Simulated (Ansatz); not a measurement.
## Convergence study of shifted k-point meshes for ZrOs (P4mm, 2 atoms in the cell)

```
CELL_PARAMETERS angstrom
      3.28632     0.00000     0.00000
      0.00000     3.28632     0.00000
      0.00000     0.00000     3.28632
ATOMIC_POSITIONS crystal
  Zr 0.50000 0.50000 0.51521
  Os 0.00000 0.00000 0.00000
```

Computed with PBEsol, default PAW files made with PBE (plane waves; Ansatz, a program for electronic structure).

Base settings: basis.ecutwfc = 420 eV; kpoints.mp_grid.grid = 10 10 10; hamiltonian.xc = pbesol; hamiltonian.pseudopotentials = {kind: paw} (the program's default PAW files); scf.occupations.method = gaussian; scf.occupations.width = 0.1 eV.

In this ladder: kpoints.mp_grid.shift = 0.5 0.5 0.5.

Only quantities that move along the ladder and can be compared are tabulated.

The count of work is k-points × plane waves × bands × iterations; it is no time. 

The starting cell comes from a database of computed structures (which also holds hypothetical and non-ambient phases and stackings), without a prior relaxation at this level. Its lattice was rescaled by up to half a per cent. One atom was moved a little off its site on purpose. Spin polarisation is off. In the base run, with a pressure of about -8 GPa the cell is away from its equilibrium volume at this level. Ansatz's pressure includes its estimate of the finite-basis (Pulay) stress.

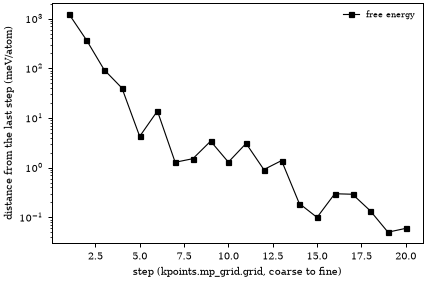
Distance from the last step along the ladder; very small values are drawn at a floor.

```tsv
kpoints.mp_grid.grid	free energy less the last step's (meV/atom)	pressure (GPa)	largest difference of a force vector from the last step's (eV/Å)	count of work / last
2 2 2	-1255.66	-21.91	0.311	0.00038
3 3 3	369.72	-1.70	0.015	0.0031
4 4 4	-92.90	-7.46	0.025	0.0023
5 5 5	39.92	-7.94	0.087	0.0069
6 6 6	-4.25	-6.42	0.081	0.0069
7 7 7	13.77	-7.58	0.023	0.015
8 8 8	-1.28	-7.51	0.012	0.015
9 9 9	-1.51	-7.56	0.014	0.029
10 10 10	3.40	-7.05	0.019	0.029
11 11 11	-1.29	-7.49	0.006	0.048
12 12 12	3.06	-7.41	0.003	0.048
13 13 13	-0.91	-7.43	0.000	0.075
14 14 14	1.38	-7.42	0.006	0.075
16 16 16	0.19	-7.43	0.004	0.11
18 18 18	0.10	-7.42	0.002	0.16
20 20 20	-0.30	-7.43	0.003	0.21
22 22 22	-0.29	-7.40	0.001	0.28
24 24 24	-0.13	-7.37	0.001	0.36
27 27 27	0.00	-7.42	0.002	0.57
29 29 29	-0.06	-7.39	0.001	0.69
33 33 33	0.00	-7.38	0.000	1.0
```

Coarsest kpoints.mp_grid.grid that holds the free energy within 0.5 meV/atom of the last step, with all finer ones: 16 16 16, at 0.11 of the last step's count of work; the step before is off by 1.4 meV/atom.

Coarsest kpoints.mp_grid.grid that holds the forces within 0.005 eV/Å of the last step, with all finer ones: 16 16 16, at 0.11 of the last step's count of work; the step before is off by 0.006 eV/Å.

Coarsest kpoints.mp_grid.grid that holds the pressure within 0.5 GPa of the last step, with all finer ones: 7 7 7, at 0.015 of the last step's count of work; the step before is off by 0.96 GPa.

Keys are those of Ansatz 0.2.
